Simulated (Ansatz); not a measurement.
# C8H17N3Ti: what the fields show

Input file:

```
crystal:
  periodic: [false, false, false]
  atoms:
    - {symbol: C, position_ang: [0.345523, 2.425879, -0.527723]}
    - {symbol: N, position_ang: [-0.226115, 1.595636, 0.501429]}
    - {symbol: C, position_ang: [0.057348, 2.119457, 1.813447]}
    - {symbol: Ti, position_ang: [-0.765770, -0.215304, 0.200909]}
    - {symbol: N, position_ang: [-1.634082, 0.015090, -1.489497]}
    - {symbol: N, position_ang: [-2.014509, -0.403060, 1.637989]}
    - {symbol: C, position_ang: [-0.220880, -2.521543, 0.622131]}
    - {symbol: C, position_ang: [0.664047, -1.697243, 1.347049]}
    - {symbol: C, position_ang: [1.439570, -0.970733, 0.418110]}
    - {symbol: C, position_ang: [1.034596, -1.336470, -0.885543]}
    - {symbol: C, position_ang: [1.619247, -0.836614, -2.162571]}
    - {symbol: C, position_ang: [0.004621, -2.296133, -0.746503]}
    - {symbol: H, position_ang: [-0.023417, 3.459611, -0.445907]}
    - {symbol: H, position_ang: [0.083643, 2.045027, -1.515347]}
    - {symbol: H, position_ang: [1.444985, 2.476404, -0.455607]}
    - {symbol: H, position_ang: [-0.416664, 1.505998, 2.579983]}
    - {symbol: H, position_ang: [1.140075, 2.154117, 2.019243]}
    - {symbol: H, position_ang: [-0.316995, 3.149771, 1.912141]}
    - {symbol: H, position_ang: [-2.343846, 0.731084, -1.580072]}
    - {symbol: H, position_ang: [-1.665754, -0.586758, -2.296992]}
    - {symbol: H, position_ang: [-2.180416, -1.178765, 2.259237]}
    - {symbol: H, position_ang: [-2.766581, 0.267865, 1.731676]}
    - {symbol: H, position_ang: [-0.971561, -3.174773, 1.040479]}
    - {symbol: H, position_ang: [0.714755, -1.606973, 2.421818]}
    - {symbol: H, position_ang: [2.200340, -0.241655, 0.657411]}
    - {symbol: H, position_ang: [0.881215, -0.831783, -2.965757]}
    - {symbol: H, position_ang: [2.002278, 0.179380, -2.053925]}
    - {symbol: H, position_ang: [2.452566, -1.472519, -2.477472]}
    - {symbol: H, position_ang: [-0.538186, -2.755005, -1.560138]}
basis:
  gaussian: {orbitals: def2-TZVPP}
hamiltonian: {xc: pbe0, dispersion: d4}
output: {orbitals: {seedname: orbitals}}
```

Launched as:

```sh
ansatz run in.yaml --threads 11 --pin off --events-out ev --progress --plain --max-ram 120832MiB --backend cuda --devices 0, --max-vram 75GiB
```

Geometry: PBE0-D4/def2-TZVP.

All numbers below come from RKS PBE0-D4/def2-TZVPP in Ansatz.

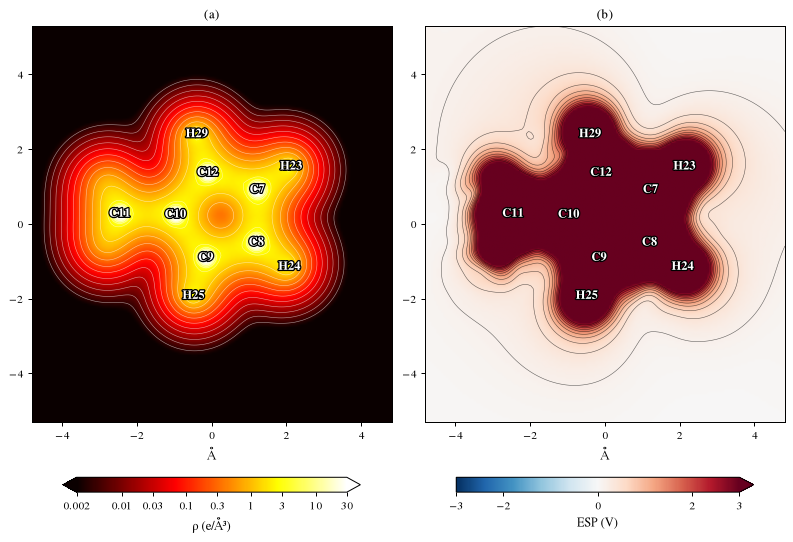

Figure 1. (a) total electron density; (b) electrostatic potential on the plane of atoms C9, C10 and C12.

Question: What does the map show?

Answer:
- Atoms in the plane: C and H.
- C–C (1.41 Å): ρ is about 2.1 e/Å³ halfway.
- C–C (1.49 Å): the density is about 1.8 e/Å³ at the midpoint.
- The potential has no marked negative region in this plane.

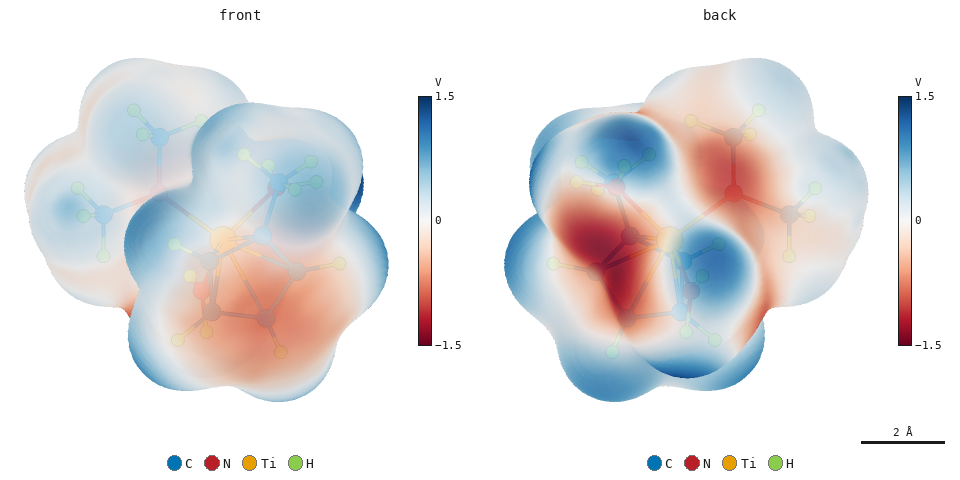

Figure 2. The electrostatic potential painted on the density surface at 0.002 e/bohr³, seen from the front and from behind; the colour scale runs from red (negative) to blue (positive).

Question: Where is the surface potential most negative and most positive?

Answer: The most negative region (about −1.4 V) lies over N5, the most positive (about +1.3 V) over H20 and H21. N5 is the likeliest acceptor of a hydrogen bond.

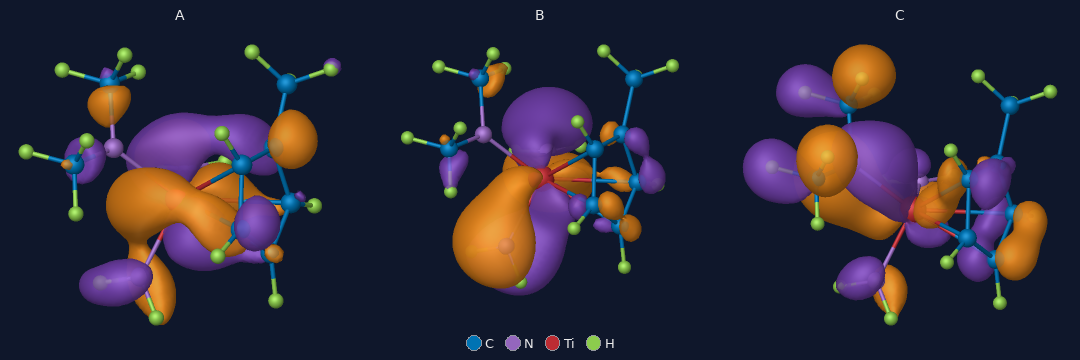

Figure 3. Three frontier orbitals at ±0.08 Å⁻³ᐟ² (orange and purple are the two phases), in no order.

Question: Order the three orbitals by energy and name them.

Answer: B is the HOMO−1 (−6.51 eV). Its weight (Hirshfeld) is mainly on N6 (about 35 %), N5 (about 35 %) and Ti4 (about 15 %). C is the HOMO (−5.80 eV). It lies mainly on N2 (about 45 %), Ti4 (about 15 %), C3 (about 5 %) and C1 (about 5 %). A is the LUMO (−0.61 eV). By Hirshfeld shares it lies mainly on Ti4 (about 65 %) and N5 (about 5 %).

Question: What is the HOMO–LUMO gap?

Answer: 5.19 eV between the orbital energies.

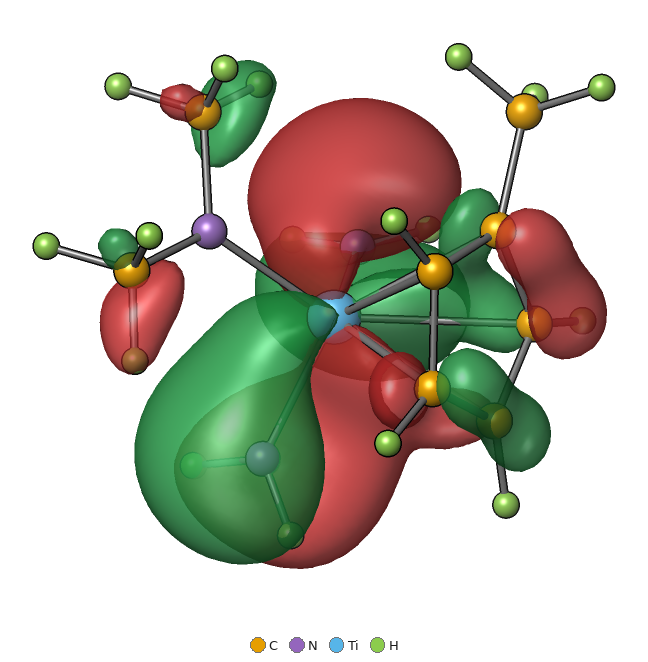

Figure 4. The HOMO−1 at ±0.06 Å⁻³ᐟ² (green and red are the two phases), seen at a tilt.

Question: Describe this orbital and give its energy.

Answer: Its weight (Hirshfeld) is mainly on N6 (about 35 %), N5 (about 35 %) and Ti4 (about 15 %). Its energy is −6.51 eV.
